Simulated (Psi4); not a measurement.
**SnSe (SMILES [Se][Sn]) at DLPNO-MP2/def2-TZVP (density fitting, core potential, density fitting for correlation, pno convergence normal, sweep point 2)**

What is the energy change on altering one bond length of SnSe at DLPNO-MP2/def2-TZVP (density fitting, core potential, density fitting for correlation, pno convergence normal, sweep point 2)? 

The results are computed with Psi4 1.11.

### 1 The system as given

The species is SnSe (2 atoms), meant as a singlet with charge 0. As SMILES, `[Se][Sn]`. The shape comes from GFN2-xTB, which is rough for such elements, and wasn't checked as a minimum.

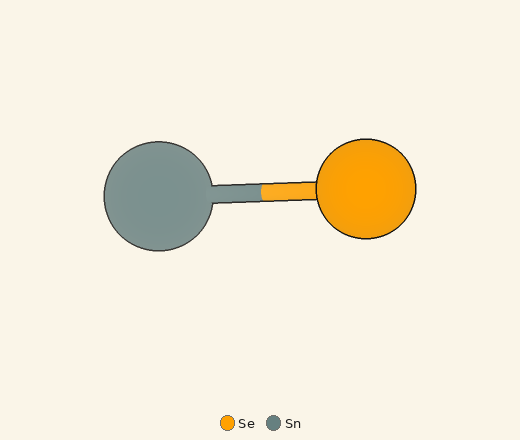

The structure, seen from a chosen angle (selenium orange, tin teal).

### 2 A single-point energy at DLPNO-MP2/def2-TZVP (density fitting, core potential, density fitting for correlation, pno convergence normal, sweep point 2)

File calc.dat:

```
memory 1600 MB

molecule {
  0 1
  Se     0.00000000     0.00000000     0.00000000
  Sn     0.00000000     0.00000000     4.41882219
  units au
  symmetry c1
}

set {
  basis           def2-TZVP
  puream          true
  scf_type        df
  num_frozen_docc 13
  pno_convergence normal
}

e_tot, wfn = energy("dlpno-mp2", return_wfn=True)
print_variables()
```

On the command line:

```console
psi4 -n 1 calc.dat calc.out
```

calc.out:

```text
[...]
    !!!  WARNING: ECP capability is in beta. Please check occupations closely.  !!!
[...]
  Running in c1 symmetry.
[...]
  Nuclear repulsion =  169.275876656172983
[...]
  Multiplicity = 1
[...]
  Nalpha       = 28
  Nbeta        = 28
[...]
    Number of basis functions: 98
[...]
 WARNING: Atomic UHF is not converging! Try casting from a smaller basis or call Rob at CCMST.
   -------------------------
[...]
   @DF-RHF iter   1: -2612.45876356902909   -3.54459e+00   1.93120e-02 ADIIS/DIIS
[...]
    Orbital Energies [Eh]
    ---------------------
    Doubly Occupied:
       1A   -460.796674     2A    -60.600764     3A    -54.200926
       4A    -54.200926     5A    -54.200852     6A     -8.865158
       7A     -6.596741     8A     -6.595744     9A     -6.595744
      10A     -5.896117    11A     -4.085549    12A     -4.085549
      13A     -4.076639    14A     -2.584084    15A     -2.583257
      16A     -2.583257    17A     -2.582477    18A     -2.582477
      19A     -1.353253    20A     -1.353253    21A     -1.345487
      22A     -1.343813    23A     -1.343813    24A     -0.846857
      25A     -0.540484    26A     -0.344389    27A     -0.331923
      28A     -0.331923
[...]
  @DF-RHF Final Energy: -2613.25260006135431
   => Energetics <=
    Nuclear Repulsion Energy =            169.2758766561729828
    One-Electron Energy =               -4059.3606919307858334
    Two-Electron Energy =                1276.8322152132584506
    Total Energy =                      -2613.2526000613543147
[...]
 Multipole Moments:
 ------------------------------------------------------------------------------------
     Multipole            Electronic (a.u.)      Nuclear  (a.u.)        Total (a.u.)
 ------------------------------------------------------------------------------------
 L = 1.  Multiply by 2.5417464519 to convert [e a0] to [Debye]
 Dipole X            :          0.0000000            0.0000000            0.0000000
 Dipole Y            :          0.0000000            0.0000000            0.0000000
 Dipole Z            :         52.8330767          -51.2719196            1.5611571
 Magnitude           :                                                    1.5611571
[...]
  @LMP2 iter   6:  -0.564624075099 -6.683e-08  3.720e-07
[...]
```

Wall time 3.6 s (1 thread of AMD EPYC 9R45 (Zen 5), shared host); peak memory 0.4 GiB.

### 3 The distorted shape

File job.dat:

```
memory 1.6 GB

molecule m {
  0 1
  Se     0.00000000     0.00000000    -0.88374932
  Sn     0.00000000     0.00000000     4.41882219
  units bohr
  symmetry c1
}

set basis def2-TZVP
set reference rhf
set puream true
set scf_type df
set num_frozen_docc 13
set pno_convergence normal

e_tot, wfn = energy('dlpno-mp2', return_wfn=True)
print_variables()
```

On the command line:

```console
psi4 -n 1 job.dat job.out
```

job.out:

```text
[...]
    !!!  WARNING: ECP capability is in beta. Please check occupations closely.  !!!
[...]
  Running in c1 symmetry.
[...]
  Nuclear repulsion =  141.063632727887523
[...]
  Multiplicity = 1
[...]
  Nalpha       = 28
  Nbeta        = 28
[...]
    Number of basis functions: 98
[...]
 WARNING: Atomic UHF is not converging! Try casting from a smaller basis or call Rob at CCMST.
   -------------------------
[...]
   @DF-RHF iter   1: -2612.26810196375163   -3.75167e+00   1.96679e-02 ADIIS/DIIS
[...]
    Orbital Energies [Eh]
    ---------------------
    Doubly Occupied:
       1A   -460.785259     2A    -60.587427     3A    -54.188133
       4A    -54.187388     5A    -54.187388     6A     -8.850018
       7A     -6.582576     8A     -6.579407     9A     -6.579407
      10A     -5.932729    11A     -4.122098    12A     -4.122098
      13A     -4.111760    14A     -2.570671    15A     -2.569066
      16A     -2.569066    17A     -2.564826    18A     -2.564826
      19A     -1.389690    20A     -1.389690    21A     -1.378498
      22A     -1.378498    23A     -1.375574    24A     -0.790175
      25A     -0.558962    26A     -0.322433    27A     -0.292669
      28A     -0.292669
[...]
  @DF-RHF Final Energy: -2613.19485961553255
   => Energetics <=
    Nuclear Repulsion Energy =            141.0636327278875228
    One-Electron Energy =               -4002.8709820332387608
    Two-Electron Energy =                1248.6124896898188581
    Total Energy =                      -2613.1948596155325504
[...]
 Multipole Moments:
 ------------------------------------------------------------------------------------
     Multipole            Electronic (a.u.)      Nuclear  (a.u.)        Total (a.u.)
 ------------------------------------------------------------------------------------
 L = 1.  Multiply by 2.5417464519 to convert [e a0] to [Debye]
 Dipole X            :         -0.0000002            0.0000000           -0.0000002
 Dipole Y            :          0.0000000            0.0000000            0.0000000
 Dipole Z            :         64.1310466          -61.5261281            2.6049185
 Magnitude           :                                                    2.6049185
[...]
  @LMP2 iter   7:  -0.572588284925 -4.603e-08  3.096e-07
[...]
```

Run time: 3.6 s. Hardware: 1 thread of AMD EPYC 9R45 (Zen 5), shared host; peak memory 0.38 GiB.

### 4 Outcome

At DLPNO-MP2/def2-TZVP (density fitting, core potential, density fitting for correlation, pno convergence normal, sweep point 2), 13 core orbitals frozen:

| quantity | value |
| --- | --- |
| first shape: total energy | -2613.81723 Eh |
| first shape: HOMO energy (Hartree–Fock orbitals) | -9.03 eV |
| first shape: LUMO energy (Hartree–Fock orbitals) | -0.05 eV |
| first shape: HOMO–LUMO gap (Hartree–Fock orbitals) | 8.98 eV |
| first shape: correlation energy (13 core orbitals frozen) | -564.6 mEh |
| distorted shape: total energy | -2613.76745 Eh |
| distorted shape: HOMO energy (Hartree–Fock orbitals) | -7.96 eV |
| distorted shape: LUMO energy (Hartree–Fock orbitals) | -0.93 eV |
| distorted shape: HOMO–LUMO gap (Hartree–Fock orbitals) | 7.03 eV |
| distorted shape: correlation energy (13 core orbitals frozen) | -572.6 mEh |
| energy change with the Se1–Sn2 bond stretched from 2.338 to 2.806 Å | 1.354 eV |

In words: With the Se1–Sn2 bond stretched from 2.338 to 2.806 Å the energy rises by 1.35 eV (131 kJ/mol). The first shape isn't relaxed at this level, so the change isn't measured from a minimum.
